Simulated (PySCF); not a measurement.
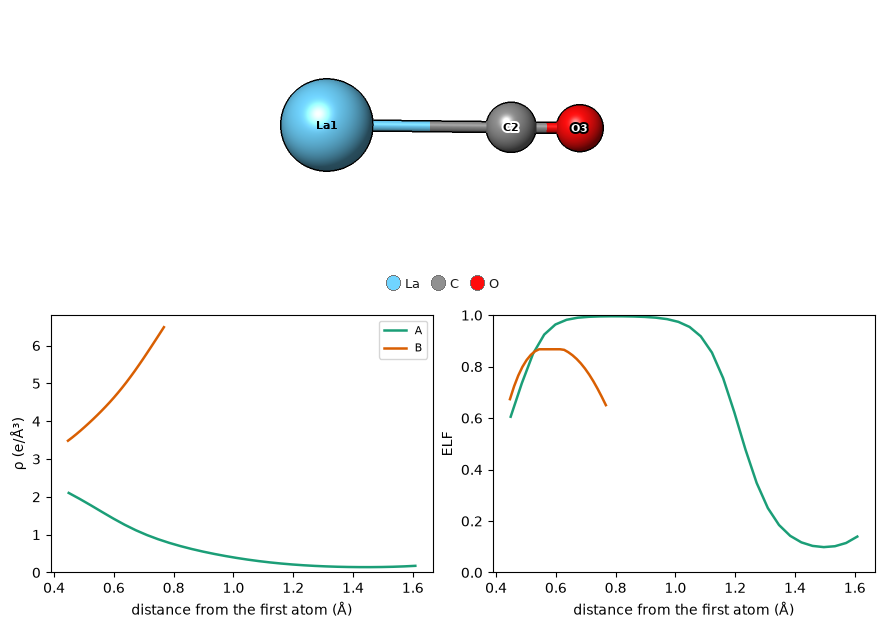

Figure 1: CLaO (charge +2). Electron density and electron localisation function along straight lines between neighbouring atoms. The curves leave out the atomic cores. The structure is drawn too.

Core potentials replace the inner electrons of La.

These are results of PySCF 2.14.0, RKS PBE0, La lcecp-0-SVP with ECP47, C def2-SVP, O def2-SVP; non-relativistic Hamiltonian with scalar-relativistic core potentials where named; density fitting, not measurements.

Q: Which curve belongs to which contact (C–La and C–O)? The first atom named is at distance zero.

A: Curve A: C–La (2.99 Å): ρ is about 0.15 e/Å³ halfway; the ELF peaks at about 1 in the valence shell of C, 0.8 Å from its nucleus, and drops to about 0.10 between the two atoms. Curve B: C–O (1.12 Å): ρ at the midpoint is about 4.3 e/Å³; the ELF peaks at about 0.85 between the atoms: a short, multiple covalent bond.
